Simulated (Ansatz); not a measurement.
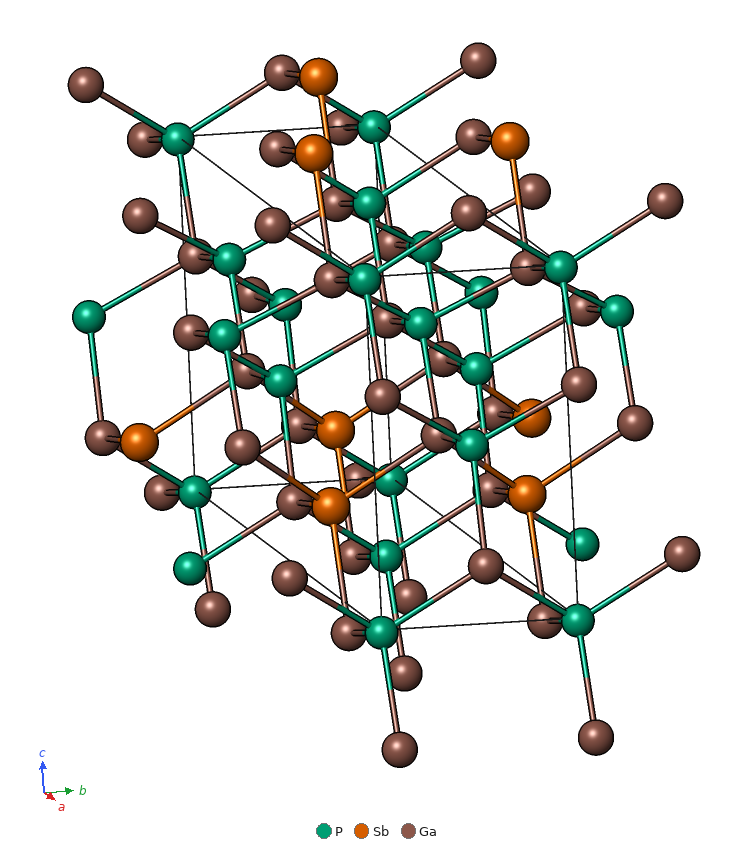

Ball-and-stick drawing of the structure, looking slightly off an axis. Thin lines show the conventional unit cell, with boundary atoms drawn in all their periodic places. Outside the box, the atoms bonded to those within are drawn.

Ga₄SbP₃, space group Cm (No. 8), a = 13.173 Å, b = 3.974 Å, c = 6.888 Å, α = 90.00°, β = 100.02°, γ = 90.00°. Starting structure: a structure type filled with these elements by a generator (whether the compound takes this form wasn't checked). Earlier steps of the study, as a rule a relaxation of our own, may have changed the cell and positions, so they can lie some per cent off the listed ones. Ansatz was used for an electronic-structure calculation on it.

This one geometry was computed with Ansatz (DFT, plane waves, PAW) at five levels of theory: PBE, HSE06, PBE with spin-orbit coupling, PBE0 and r2SCAN. It was relaxed beforehand with r2SCAN.

> Which level gives the highest pressure at this volume, and what does that say about its equilibrium volume?

Highest: PBE (2.3 GPa) and PBE with spin-orbit coupling (2.3 GPa), which points to the largest equilibrium volume. Lowest, with the smallest volume: HSE06 (0.4 GPa), PBE0 (0.2 GPa) and r2SCAN (0.0 GPa). Levels within 0.5 GPa of each other can't be told apart.

> How does the band gap change with the level of theory?

PBE with spin-orbit coupling: a gap of 0.27 eV, direct; PBE: a gap of 0.32 eV, direct; r2SCAN: a gap of 0.69 eV, direct; HSE06: a gap of 1.10 eV, direct; PBE0: a gap of 1.75 eV, direct.

> Collect the results in a table.

| level | cutoff (eV) | k-mesh of the run's cell | gap (eV) | pressure (GPa) |
| --- | --- | --- | --- | --- |
| PBE | 420 | 6×6×4 | 0.32 | 2.3 |
| HSE06 | 420 | 4×4×2 | 1.10 | 0.4 |
| PBE with spin-orbit coupling | 420 | 6×6×4 | 0.27 | 2.3 |
| PBE0 | 420 | 4×4×2 | 1.75 | 0.2 |
| r2SCAN | 500 | 6×6×4 | 0.69 | 0.0 |

Gaps are taken on the k-mesh or band path of each run.
